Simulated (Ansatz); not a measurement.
C2H5NSi (SMILES N=C1C[SiH2]1)

Input

```
crystal:
  periodic: [false, false, false]
  atoms:
    - {symbol: N, position_ang: [-1.184780, 0.954146, -1.318477]}
    - {symbol: C, position_ang: [-0.516842, 0.311277, -0.470553]}
    - {symbol: C, position_ang: [0.903377, 0.191636, 0.028944]}
    - {symbol: Si, position_ang: [-0.350887, -0.932973, 0.870636]}
    - {symbol: H, position_ang: [-0.582148, 1.603260, -1.837111]}
    - {symbol: H, position_ang: [1.297740, 1.052418, 0.567968]}
    - {symbol: H, position_ang: [1.624770, -0.234175, -0.667627]}
    - {symbol: H, position_ang: [-0.328560, -2.378695, 0.557437]}
    - {symbol: H, position_ang: [-0.774168, -0.613194, 2.251684]}
basis:
  gaussian: {orbitals: def2-TZVPP}
hamiltonian: {xc: pbe0, dispersion: d4}
output: {orbitals: {seedname: orbitals}}
```

Command:

```sh
ansatz run in.yaml --threads 2 --pin off --events-out ev --progress --plain --max-ram 4352MiB
```

Geometry: PBE0-D4/def2-TZVP.

Method: Ansatz, RKS PBE0-D4/def2-TZVPP.

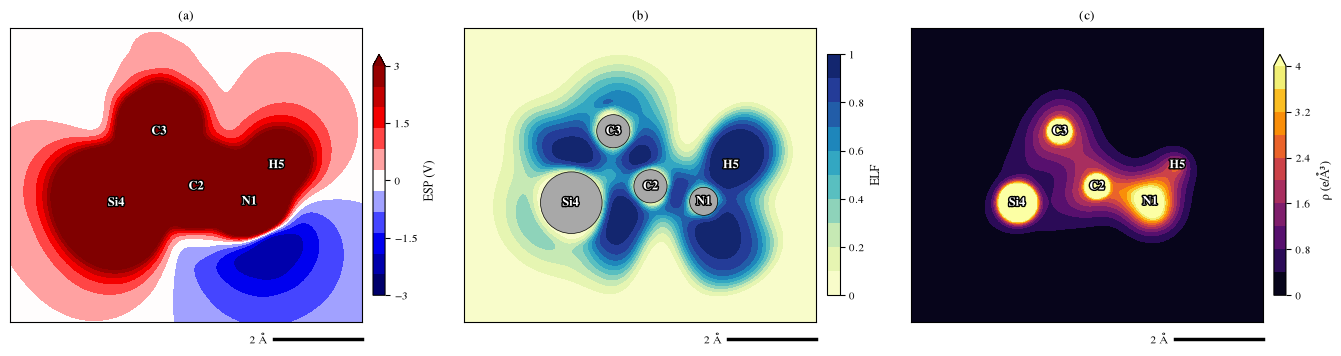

Figure 1. (a) electrostatic potential; (b) electron localisation function; (c) total electron density on the plane of atoms N1, C2 and C3. Grey discs cover the atomic cores in the ELF map.

Q: What do the fields say about this system?

A: The plane passes through N, C, Si and H nuclei. C–N (1.26 Å): ρ is about 2.9 e/Å³ halfway; the ELF peaks at about 0.90 between the atoms; a short, multiple covalent bond. C–C (1.51 Å): the density is about 1.7 e/Å³ at the midpoint; the ELF peaks at about 0.90 between the atoms; localised, covalent bonding. C–Si (1.84 Å): ρ at the midpoint is about 0.91 e/Å³; the ELF peaks at about 0.85 between the atoms; a shared electron pair. N–H (1.03 Å): ρ is about 2.8 e/Å³ halfway; the ELF climbs to about 1 towards the hydrogen, as it does in any bond to H; a covalent bond by its length. C–Si (1.88 Å): ρ is about 0.86 e/Å³ halfway; the ELF peaks at about 0.85 between the atoms; a shared electron pair. The ELF also peaks beside N1, away from the bonds: lone-pair regions. Outside the dense part of the molecule the potential is most negative (−2.4 V) near N1.

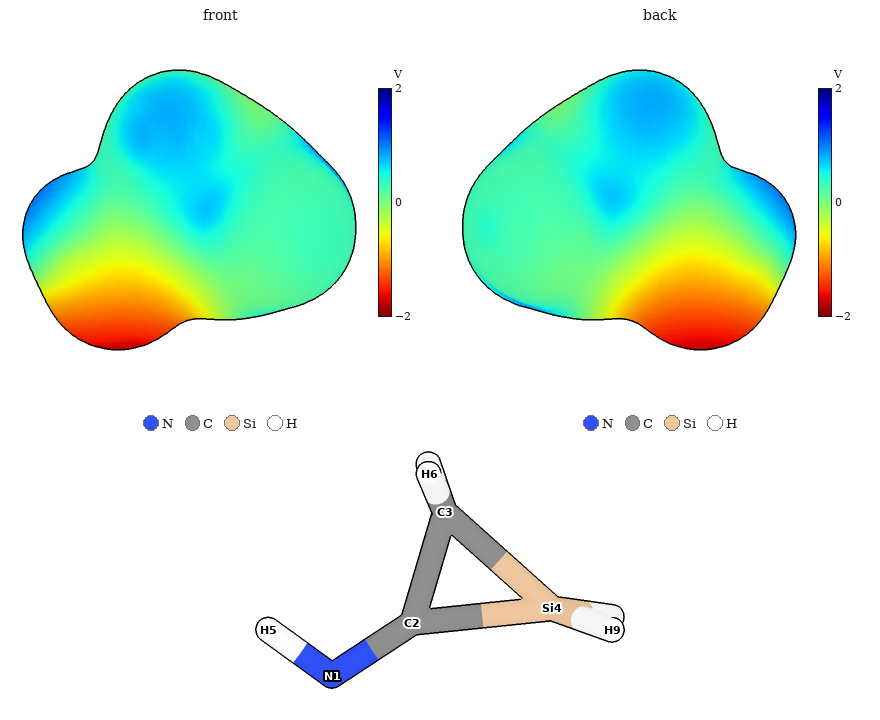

Figure 2. The electrostatic potential painted on the density surface at 0.001 e/bohr³, seen from the front and from behind; the colour scale runs from red (negative) to blue (positive). The bare structure is drawn below in the same view.

Q: Where is the surface potential most negative and most positive?

A: The most negative region (about −1.7 V, or −39 kcal/mol for a unit charge) lies over N1, the most positive (about +1.0 V, or +23 kcal/mol for a unit charge) over H5. N1 is the likeliest acceptor of a hydrogen bond.

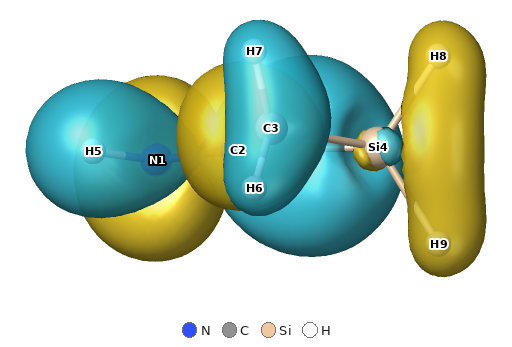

Figure 3. One frontier orbital at ±0.08 Å⁻³ᐟ² (yellow and cyan are the two phases), seen from one side.

Q: Which orbital is it: HOMO or LUMO?

A: The HOMO, at −6.74 eV. It lies mainly on N1 (about 35 %), C2 (about 20 %), Si4 (about 15 %), C3 (about 10 %) and H5 (about 5 %).
